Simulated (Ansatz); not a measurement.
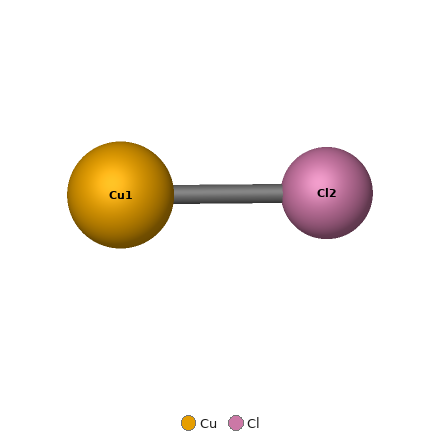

The system is ClCu; the picture shows the reference structure. First axis: separation of Cl2 and Cu1 along their line in the relaxed pair. Second axis: sideways slip of Cu1. Nothing is relaxed (both partners rigid). Grid: 15 × 15 points; 119 points were computed and 106 follow by symmetry. Points are written as (first, second). Energies are in eV, from the two partners as ions far apart, frozen as in the relaxed pair, each in its own basis (no counterpoise correction). Theory: Ansatz, RHF/def2-TZVPD.

Its coordinates:

```yaml
atoms:
  - { symbol: Cu, position_ang: [0.0000, 0.0000, -1.0900] }
  - { symbol: Cl, position_ang: [0.0000, 0.0000, 1.0900] }
```

Range: separation of Cl2 and Cu1 along their line in the relaxed pair from 1.831 to 4.431 Å; sideways slip of Cu1 from −2.200 to 2.200 Å.

Question: What landscape does the calculation give?

Answer: The lowest grid point is at (2.132 Å, −0.314 Å), −6.67 eV from the two partners as ions far apart, frozen as in the relaxed pair, each in its own basis (no counterpoise correction). The same energy is found at (2.132 Å, 0.314 Å). Other grid points that lie below all their neighbours: (2.002 Å, −0.943 Å) (0.0021 eV higher); (2.002 Å, 0.943 Å) (0.0021 eV higher). The energy also falls towards the edge at (1.831 Å, −1.257 Å) (0.0049 eV above the lowest) and (1.831 Å, 1.257 Å) (0.0049 eV above the lowest), where a further well may lie outside the range. The highest grid point, (4.431 Å, −2.200 Å), lies 3.65 eV above the lowest.

```csv
"second ↓, first →",1.831,1.896,2.002,2.132,2.281,2.446,2.625,2.816,3.019,3.232,3.454,3.686,3.926,4.175,4.431
2.200,−5.62,−5.54,−5.40,−5.23,−5.04,−4.83,−4.61,−4.39,−4.17,−3.95,−3.74,−3.54,−3.36,−3.18,−3.02
1.886,−6.08,−5.99,−5.84,−5.65,−5.43,−5.19,−4.93,−4.67,−4.41,−4.16,−3.92,−3.70,−3.49,−3.29,−3.11
1.571,−6.47,−6.39,−6.24,−6.04,−5.80,−5.53,−5.24,−4.94,−4.65,−4.36,−4.09,−3.84,−3.61,−3.39,−3.19
1.257,−6.66,−6.63,−6.53,−6.37,−6.13,−5.84,−5.52,−5.19,−4.86,−4.55,−4.25,−3.97,−3.72,−3.48,−3.27
0.943,−6.58,−6.65,−6.66,−6.57,−6.38,−6.10,−5.76,−5.41,−5.05,−4.71,−4.38,−4.08,−3.81,−3.56,−3.33
0.629,−6.23,−6.45,−6.63,−6.66,−6.53,−6.28,−5.94,−5.57,−5.19,−4.83,−4.48,−4.16,−3.88,−3.61,−3.38
0.314,−5.80,−6.16,−6.52,−6.67,−6.60,−6.38,−6.05,−5.68,−5.28,−4.90,−4.55,−4.22,−3.92,−3.65,−3.41
0.000,−5.60,−6.03,−6.46,−6.66,−6.62,−6.41,−6.09,−5.71,−5.32,−4.93,−4.57,−4.23,−3.93,−3.66,−3.42
−0.314,−5.80,−6.16,−6.52,−6.67,−6.60,−6.38,−6.05,−5.68,−5.28,−4.90,−4.55,−4.22,−3.92,−3.65,−3.41
−0.629,−6.23,−6.45,−6.63,−6.66,−6.53,−6.28,−5.94,−5.57,−5.19,−4.83,−4.48,−4.16,−3.88,−3.61,−3.38
−0.943,−6.58,−6.65,−6.66,−6.57,−6.38,−6.10,−5.76,−5.41,−5.05,−4.71,−4.38,−4.08,−3.81,−3.56,−3.33
−1.257,−6.66,−6.63,−6.53,−6.37,−6.13,−5.84,−5.52,−5.19,−4.86,−4.55,−4.25,−3.97,−3.72,−3.48,−3.27
−1.571,−6.47,−6.39,−6.24,−6.04,−5.80,−5.53,−5.24,−4.94,−4.65,−4.36,−4.09,−3.84,−3.61,−3.39,−3.19
−1.886,−6.08,−5.99,−5.84,−5.65,−5.43,−5.19,−4.93,−4.67,−4.41,−4.16,−3.92,−3.70,−3.49,−3.29,−3.11
−2.200,−5.62,−5.54,−5.40,−5.23,−5.04,−4.83,−4.61,−4.39,−4.17,−3.95,−3.74,−3.54,−3.36,−3.18,−3.02
```

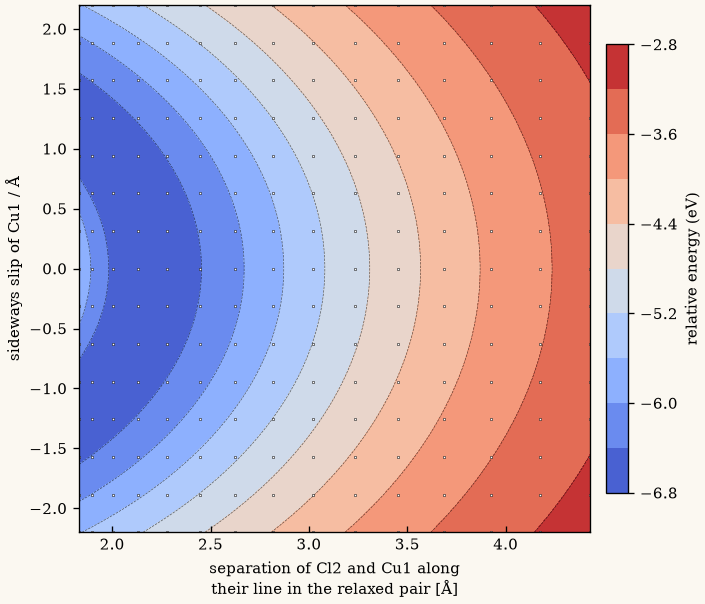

In the figure: filled contours, dots at the grid points. Between grid points the surface is interpolated.

The whole map (119 points run) took 5.3 min on 1 thread of Arm Neoverse N1 (shared host).
